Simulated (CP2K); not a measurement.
Consider ammonia borane at its PBE geometry (Å).

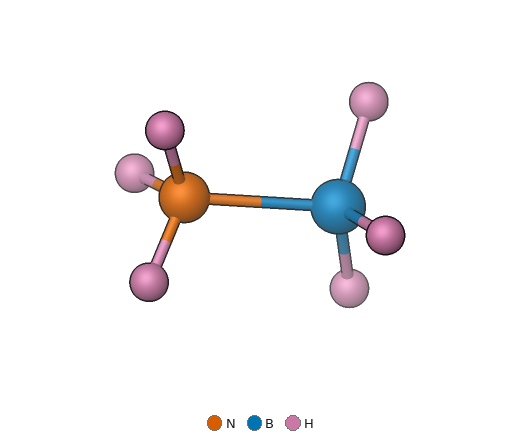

The molecule (nitrogen orange, boron blue, hydrogen pink).

```xyz
8

N    -0.7960   -0.1129    0.0034
B     0.8362    0.1192   -0.0062
H    -1.2550    0.5082    0.6750
H    -1.0326   -1.0740    0.2636
H    -1.2097    0.0680   -0.9148
H     0.9932    1.2812   -0.3216
H     1.2666   -0.6653   -0.8269
H     1.1974   -0.1243    1.1274
```

Method: CP2K XAS_TDP, all-electron GAPW, PBEh(45%), aug-cc-pVTZ, TDA, GW2X-corrected core level, no relativity.

Q: Where do the B K-edge lines lie, and how strong are they?

Leading lines: B2 192.14 eV. The leading line of an atom is its first one with 35 % of the strongest within 2.5 eV of its lowest line over the strength cut. Core ionisation energies at this level: B2 194.72 eV.

The first six lines of each atom with a strength over 0.0015:

| atom | energy (eV) | states | strength, one atom | above the computed threshold |
| --- | --- | --- | --- | --- |
| B2 (bonded to N and 3 H) | 192.14 | 1 | 0.0097 |  |
|  | 193.65 | 2 | 0.0067 |  |
|  | 194.32 | 1 | 0.0059 |  |
|  | 194.60 | 2 | 0.0213 |  |
|  | 195.00 | 1 | 0.0201 | yes |
|  | 195.52 | 1 | 0.0083 | yes |

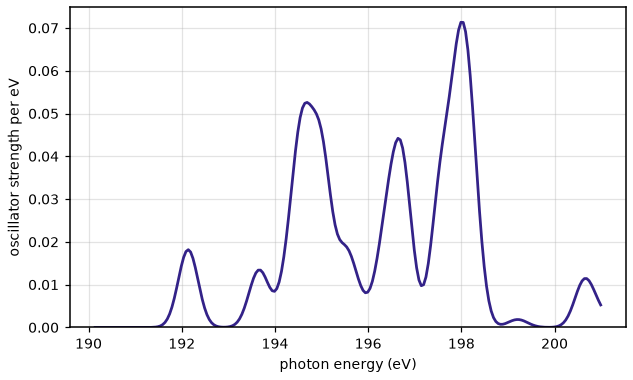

All atoms added, broadened by 0.5 eV.

Lines are vertical, at one geometry, with no vibrational structure. GW2X ionisation energies and lines can be off by 1 to 2 eV either way, and a good line position may hide errors that cancel. These values hold no scalar relativity. Rydberg lines, and the discretised continuum above threshold, depend on the basis and the box.

[Banner, clock and machine lines of the logs are left out without a mark of their own.]

[Logs are printed without paths, hosts, clocks, repeated set-up lines and the standing remarks that a program may print on its own settings, such as how far it seeks lower states.]

[Hosts, paths, dates, database ids (printed as entryN), source tags and the programs' standing remarks are cut or masked in the printed files.]
